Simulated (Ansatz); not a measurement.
# Li3VO4 (Pmn2_1): the host for defect calculations

Aim: the runs on the perfect crystal Li3VO4 (Pmn2_1) that a defect calculation needs first.

Calculated with Ansatz 0.2.0; plane-wave PAW DFT, PBEsol; single point of the host's primitive cell on a dense mesh, in the first sound run; inputs show where later runs differ.

## (1) Set-up

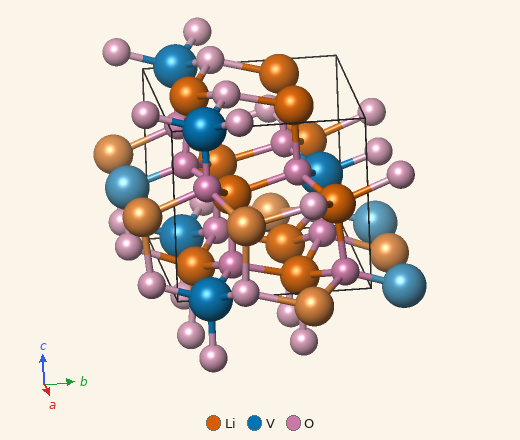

Start, viewed slightly off an axis; lithium orange, vanadium blue, oxygen pink. Some periodic images of atoms are drawn too.

## (2) Primitive cell on a dense mesh

A dense mesh gives the host's converged energy, against which the supercell's sampling is tested.

File dense/input.yaml:

```yaml
crystal:
  lattice:
    - [6.2860121637, 0.0, 0.0]
    - [0.0, 5.4179606667, 0.0]
    - [0.0, 0.0, 4.9216573602]
  atoms:
    - { symbol: Li, position: [0.2474881719, 0.6681101322, 0.0101788941] }
    - { symbol: Li, position: [0.2525118281, 0.3318898678, 0.5101788941] }
    - { symbol: Li, position: [0.7474881719, 0.3318898678, 0.5101788941] }
    - { symbol: Li, position: [0.7525118281, 0.6681101322, 0.0101788941] }
    - { symbol: Li, position: [0.5, 0.166561387, 0.0106753063] }
    - { symbol: Li, position: [0.0, 0.833438613, 0.5106753063] }
    - { symbol: V, position: [0.0, 0.1698839156, 0.0010531628] }
    - { symbol: V, position: [0.5, 0.8301160844, 0.5010531628] }
    - { symbol: O, position: [0.2248132567, 0.319879994, 0.1105051413] }
    - { symbol: O, position: [0.0, 0.1726412298, 0.6536562196] }
    - { symbol: O, position: [0.7751867433, 0.319879994, 0.1105051413] }
    - { symbol: O, position: [0.2751867433, 0.680120006, 0.6105051413] }
    - { symbol: O, position: [0.7248132567, 0.680120006, 0.6105051413] }
    - { symbol: O, position: [0.5, 0.1310079893, 0.6090432405] }
    - { symbol: O, position: [0.0, 0.8689920107, 0.1090432405] }
    - { symbol: O, position: [0.5, 0.8273587702, 0.1536562196] }
basis:
  ecutwfc: 420
  xc_grid: 2
hamiltonian:
  xc: pbesol
kpoints:
  mp_grid: { grid: [5, 5, 6] }
scf:
  occupations: { method: fermi_dirac, width: 0.01 }
  max_iter: 80
```

The run is started by

```bash
$ ansatz run input.yaml --threads 4 --pin off --max-ram 7536MiB --backend cpu --events-out ev --progress --plain --runs-dir out
```

Numbers of over 12 decimals in the logs are rounded to 6 here.

The program printed:

```text
Engine: ansatz 0.2.0, aarch64-unknown-linux-gnu
Pseudopotentials: kind: paw
Pseudopotential: Li, paw, valence charge 3, recommended cutoff 420 eV (normal), Li.paw.azcp
Pseudopotential: V, paw, valence charge 13, recommended cutoff 420 eV (normal), V.paw.azcp
Pseudopotential: O, paw, valence charge 6, recommended cutoff 420 eV (normal), O.paw.azcp
Functional definition: PBEsol
  exchange = pbesol_x
  correlation = pbesol_c
Crystal: 16 atoms, lattice volume = 167.619 Å³
Basis set: ecut = 420 eV, 3271 PW (Γ), exchange–correlation on 90×80×72 points (8 copies of the dense FFT grid, shifted against one another)
Bands: 62, of which v1, the nominal top of the filled ones, is band 46 counted from 1 (45 counted from 0)
Symmetry: 4 space group operations
Space group: Pmn21 (ITA 31), of the structure as read, at distance tolerance 5.5e-5 Å
k-points: 36 of 150 (time reversal used)
Non-local potential: Li, projectors of the file, l = 0: 3, l = 1: 2, l = 2: 1
Non-local potential: V, projectors of the file, l = 0: 3, l = 1: 2, l = 2: 3, l = 3: 1
Non-local potential: O, projectors of the file, l = 0: 2, l = 1: 2, l = 2: 1
PAW form: soft (Blöchl's): semilocal exchange-correlation on the pseudo side does not see the compensation charge
PAW frozen core: V, regenerated for the run's functional, and the local potential with it (the file was generated under x = pbe(κ = 0.804, μ = 0.219515), c = pbe(β = 0.066725))
PAW frozen core: O, regenerated for the run's functional, and the local potential with it (the file was generated under x = pbe(κ = 0.804, μ = 0.219515), c = pbe(β = 0.066725))
PAW one-centre angular grid: Li, 110 points (default); XC on 64 Gauss nodes
PAW one-centre angular grid: V, 590 points (default); XC on 64 Gauss nodes
PAW one-centre angular grid: O, 110 points (default); XC on 64 Gauss nodes
Initial density: superposition of atomic densities (neutral atoms: chi_scale 0, normalization atom), corrected by the library's trained network
Initial wavefunctions: pseudopotential atomic-orbital guess
Functional: x = pbesol(κ = 0.804, μ = 0.123457), c = pbesol(β = 0.046)
SCF iter   1: F=—  HF=-11493.381266 eV  |F-HF|=—  |Δ(HF+E_count)|=         —  Δρ=1.26e-2  dr2=2.15e-1  ethr=1.77e-3  ⟨swp⟩=6.0  Hψ=7716  notcnv=0  defer=95
preconditioner: auto → Resta (q_TF=auto, 2.469 Å⁻¹)  ε∞=4.8  [insulator: Δε(μ)=3.996 eV  Ē_g=11.764 eV  σ=0.010 eV  W_gap=1.00  n_scr=38 (ndim 8)  ℏωp=22.9 eV  f_vac=0.044  D(μ)=0.00/eV (n_scr^D=0)  ε∞_Penn≈4.8]
SCF iter   2: F=—  HF=-11493.344318 eV  |F-HF|=—  |Δ(HF+E_count)|=   3.69e-2  Δρ=7.97e-3  dr2=1.15e-1  ethr=2.34e-4  ⟨swp⟩=2.1  Hψ=3417  notcnv=0  defer=432
SCF iter   3: F=—  HF=-11493.331127 eV  |F-HF|=—  |Δ(HF+E_count)|=   1.32e-2  Δρ=2.95e-3  dr2=1.72e-2  ethr=1.25e-4  ⟨swp⟩=2.0  Hψ=2808  notcnv=0  defer=180
automatic band count: iteration 3 solves 55 bands in place of 62: the levels show a gap, and the empty bands left out lie too high to hold charge; the band table lists the bands solved (type scf.n_extra_bands for more)
SCF iter   4: F=—  HF=-11493.328893 eV  |F-HF|=—  |Δ(HF+E_count)|=   2.23e-3  Δρ=9.95e-4  dr2=2.00e-3  ethr=1.86e-5  ⟨swp⟩=2.0  Hψ=2806  notcnv=0  defer=180
SCF iter   5: F=—  HF=-11493.328850 eV  |F-HF|=—  |Δ(HF+E_count)|=   4.25e-5  Δρ=4.26e-4  dr2=3.04e-4  ethr=2.18e-6  ⟨swp⟩=2.0  Hψ=2729  notcnv=0  defer=180
SCF iter   6: F=—  HF=-11493.328839 eV  |F-HF|=—  |Δ(HF+E_count)|=   1.15e-5  Δρ=1.27e-4  dr2=2.79e-5  ethr=3.31e-7  ⟨swp⟩=2.0  Hψ=2853  notcnv=0  defer=180
SCF iter   7: F=—  HF=-11493.328790 eV  |F-HF|=—  |Δ(HF+E_count)|=   4.88e-5  Δρ=2.75e-5  dr2=1.20e-6  ethr=3.03e-8  ⟨swp⟩=2.0  Hψ=2660  notcnv=0  defer=180
SCF iter   8: F=-11493.328792 eV  HF=-11493.328792 eV  |F-HF|=1.14e-7  |Δ(HF+E_count)|=   1.90e-6  Δρ=8.30e-6  dr2=1.40e-7  ethr=1.82e-10  ⟨swp⟩=2.0  Hψ=3781  notcnv=0
SCF 1 converged in 8 iterations: F = -11493.328792 eV  dr2 = 1.40e-7
  greatest PAW one-centre occupation: 1.000 electrons in one spin orbital (limit 2), on the Li atom at site 3 (counted from 0), in its partial waves of l = 0
SCF converged after 8 iterations
Free energy (F): -11493.328792 eV
Harris-Foulkes:  -11493.328792 eV  (|F-HF|=1.14e-7)
Internal energy: -11493.328792 eV  (E = F + TS)
E sigma→0 (E₀):  -11493.328792 eV
Fermi energy:    5.114258 eV
--- Per-component energies (eV) ---
  E_band       = -1231.907967
  E_kinetic    = 2208.378661
  E_local      = -7278.770129  (includes V_loc(G=0)·N_el)
  E_nonlocal   = 89.942274
  E_hartree    = 2826.960578
  E_xc         = -908.260171
  E_vxc        = -1163.664333  (∫ρ·V_xc dr)
  E_paw        = -3503.801957  (= ΣΔE_a)
  E_vpaw       = -741.751956  (= ΣTr[D̂ρ^β])
  E_aug_tail   = 0.020409  (compensation charges beyond the density's cutoff)
  E_ewald      = -4928.380118
  E_core_change = 0.581661  (= ΣΔE_core)
  E_smearing   = -0.000000  (= −TS)
  E_closure    = -0.000000  (closes the sum)
  Σ components = -11493.328792   (vs F -11493.328792, Δ=0.00e0)
```

It took 8.5 s on 4 threads of Arm Neoverse V1, shared host; peak memory 0.64 GiB; 33 s of CPU time.

## (3) Self-consistent run

This step: plane-wave PAW DFT, PBEsol; single point of the defect-free supercell, a test of its k-points (Ansatz 0.2.0).

System of this step: Li3VO4 (Pmn2_1). The cell holds 64 atoms: 24 Li, 8 V and 32 O. Cell: a = 9.648 Å, b = 9.648 Å, c = 9.648 Å, α = 98.7°, β = 111.7°, γ = 118.7°.

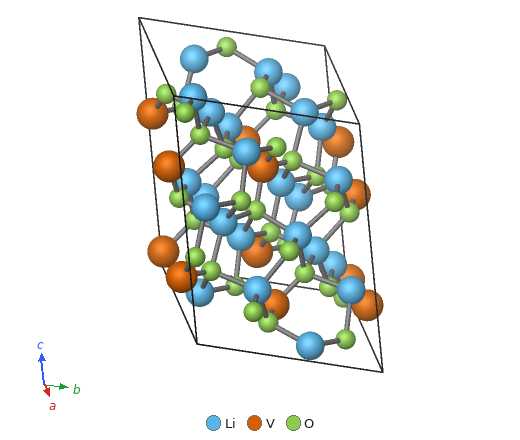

The cell of this step (lithium blue, vanadium orange, oxygen green). Some periodic images of atoms are drawn too.

File pristine.sampling/input.yaml:

```yaml
crystal:
  lattice:
    - [-6.2860121637, 5.4179606667, 4.9216573602]
    - [6.2860121637, -5.4179606667, 4.9216573602]
    - [6.2860121637, 5.4179606667, -4.9216573602]
  atoms:
    - { symbol: Li, position: [0.3391445132, 0.128833533, 0.457799152] }
    - { symbol: Li, position: [0.3391445132, 0.628833533, 0.957799152] }
    - { symbol: Li, position: [0.8391445132, 0.128833533, 0.957799152] }
    - { symbol: Li, position: [0.8391445132, 0.628833533, 0.457799152] }
    - { symbol: Li, position: [0.421034381, 0.3813453611, 0.292200848] }
    - { symbol: Li, position: [0.421034381, 0.8813453611, 0.792200848] }
    - { symbol: Li, position: [0.921034381, 0.3813453611, 0.792200848] }
    - { symbol: Li, position: [0.921034381, 0.8813453611, 0.292200848] }
    - { symbol: Li, position: [0.421034381, 0.128833533, 0.0396890198] }
    - { symbol: Li, position: [0.421034381, 0.628833533, 0.5396890198] }
    - { symbol: Li, position: [0.921034381, 0.128833533, 0.5396890198] }
    - { symbol: Li, position: [0.921034381, 0.628833533, 0.0396890198] }
    - { symbol: Li, position: [0.3391445132, 0.3813453611, 0.7103109802] }
    - { symbol: Li, position: [0.3391445132, 0.8813453611, 0.2103109802] }
    - { symbol: Li, position: [0.8391445132, 0.3813453611, 0.2103109802] }
    - { symbol: Li, position: [0.8391445132, 0.8813453611, 0.7103109802] }
    - { symbol: Li, position: [0.0886183467, 0.2553376531, 0.3332806935] }
    - { symbol: Li, position: [0.0886183467, 0.7553376531, 0.8332806935] }
    - { symbol: Li, position: [0.5886183467, 0.2553376531, 0.8332806935] }
    - { symbol: Li, position: [0.5886183467, 0.7553376531, 0.3332806935] }
    - { symbol: Li, position: [0.1720569596, 0.2553376531, 0.9167193065] }
    - { symbol: Li, position: [0.1720569596, 0.7553376531, 0.4167193065] }
    - { symbol: Li, position: [0.6720569596, 0.2553376531, 0.4167193065] }
    - { symbol: Li, position: [0.6720569596, 0.7553376531, 0.9167193065] }
    - { symbol: V, position: [0.0854685392, 0.0005265814, 0.0849419578] }
    - { symbol: V, position: [0.0854685392, 0.5005265814, 0.5849419578] }
    - { symbol: V, position: [0.5854685392, 0.0005265814, 0.5849419578] }
    - { symbol: V, position: [0.5854685392, 0.5005265814, 0.0849419578] }
    - { symbol: V, position: [0.1655846236, 0.0005265814, 0.6650580422] }
    - { symbol: V, position: [0.1655846236, 0.5005265814, 0.1650580422] }
    - { symbol: V, position: [0.6655846236, 0.0005265814, 0.1650580422] }
    - { symbol: V, position: [0.6655846236, 0.5005265814, 0.6650580422] }
    - { symbol: O, position: [0.2151925677, 0.167659199, 0.2723466253] }
    - { symbol: O, position: [0.2151925677, 0.667659199, 0.7723466253] }
    - { symbol: O, position: [0.7151925677, 0.167659199, 0.7723466253] }
    - { symbol: O, position: [0.7151925677, 0.667659199, 0.2723466253] }
    - { symbol: O, position: [0.4131487247, 0.3268281098, 0.0863206149] }
    - { symbol: O, position: [0.4131487247, 0.8268281098, 0.5863206149] }
    - { symbol: O, position: [0.9131487247, 0.3268281098, 0.5863206149] }
    - { symbol: O, position: [0.9131487247, 0.8268281098, 0.0863206149] }
    - { symbol: O, position: [0.2151925677, 0.4428459423, 0.5475333687] }
    - { symbol: O, position: [0.2151925677, 0.9428459423, 0.0475333687] }
    - { symbol: O, position: [0.7151925677, 0.4428459423, 0.0475333687] }
    - { symbol: O, position: [0.7151925677, 0.9428459423, 0.5475333687] }
    - { symbol: O, position: [0.1453125737, 0.4428459423, 0.9776533747] }
    - { symbol: O, position: [0.1453125737, 0.9428459423, 0.4776533747] }
    - { symbol: O, position: [0.6453125737, 0.4428459423, 0.4776533747] }
    - { symbol: O, position: [0.6453125737, 0.9428459423, 0.9776533747] }
    - { symbol: O, position: [0.1453125737, 0.167659199, 0.7024666313] }
    - { symbol: O, position: [0.1453125737, 0.667659199, 0.2024666313] }
    - { symbol: O, position: [0.6453125737, 0.167659199, 0.2024666313] }
    - { symbol: O, position: [0.6453125737, 0.667659199, 0.7024666313] }
    - { symbol: O, position: [0.3700256149, 0.0545216202, 0.8155039946] }
    - { symbol: O, position: [0.3700256149, 0.5545216202, 0.3155039946] }
    - { symbol: O, position: [0.8700256149, 0.0545216202, 0.3155039946] }
    - { symbol: O, position: [0.8700256149, 0.5545216202, 0.8155039946] }
    - { symbol: O, position: [0.4890176256, 0.0545216202, 0.4344960054] }
    - { symbol: O, position: [0.4890176256, 0.5545216202, 0.9344960054] }
    - { symbol: O, position: [0.9890176256, 0.0545216202, 0.9344960054] }
    - { symbol: O, position: [0.9890176256, 0.5545216202, 0.4344960054] }
    - { symbol: O, position: [0.4905074949, 0.3268281098, 0.6636793851] }
    - { symbol: O, position: [0.4905074949, 0.8268281098, 0.1636793851] }
    - { symbol: O, position: [0.9905074949, 0.3268281098, 0.1636793851] }
    - { symbol: O, position: [0.9905074949, 0.8268281098, 0.6636793851] }
basis:
  ecutwfc: 420
  xc_grid: 2
hamiltonian:
  xc: pbesol
kpoints:
  mp_grid: { grid: [1, 1, 1], shift: [0.25, 0.25, 0.25] }
scf:
  occupations: { method: fermi_dirac, width: 0.01 }
  max_iter: 80
```

The program printed:

```text
[...]
Crystal: 64 atoms, lattice volume = 670.475 Å³
Basis set: ecut = 420 eV, 13091 PW (Γ), exchange–correlation on 144×144×144 points (8 copies of the dense FFT grid, shifted against one another)
Bands: 248, of which v1, the nominal top of the filled ones, is band 184 counted from 1 (183 counted from 0)
Symmetry: 16 space group operations
[...]
k-points: 1
[...]
SCF iter   1: F=—  HF=-45973.585208 eV  |F-HF|=—  |Δ(HF+E_count)|=         —  Δρ=1.27e-2  dr2=8.74e-1  ethr=1.77e-3  ⟨swp⟩=6.0  Hψ=843  notcnv=0  defer=32
[...]
SCF iter   8: F=-45973.372951 eV  HF=-45973.372950 eV  |F-HF|=5.43e-7  |Δ(HF+E_count)|=   8.02e-6  Δρ=7.82e-6  dr2=4.80e-7  ethr=1.82e-10  ⟨swp⟩=2.0  Hψ=404  notcnv=0
SCF 1 converged in 8 iterations: F = -45973.372951 eV  dr2 = 4.80e-7
[...]
SCF converged after 8 iterations
Free energy (F): -45973.372951 eV
[...]
Internal energy: -45973.372951 eV  (E = F + TS)
E sigma→0 (E₀):  -45973.372951 eV
Fermi energy:    5.084827 eV
[...]
```

Elapsed: 6.5 s, on 4 threads; peak memory 1.2 GiB.

This step gave:

```yaml
energy_over_dense_mesh: -9.03e-4 eV/atom
```

[end of part 1 of 3]

[Logs are printed without paths, hosts, clocks, repeated set-up lines and the standing remarks that a program may print on its own settings, such as how far it seeks lower states.]

[Hosts, paths, dates, database ids (printed as entryN), source tags and the programs' standing remarks are cut or masked in the printed files.]

[Runs of the host that timed out are not shown.]

[For some hosts the program warned that the k-mesh of the response run may be too coarse for force constants and the static dielectric constant; such warnings are not always shown.]
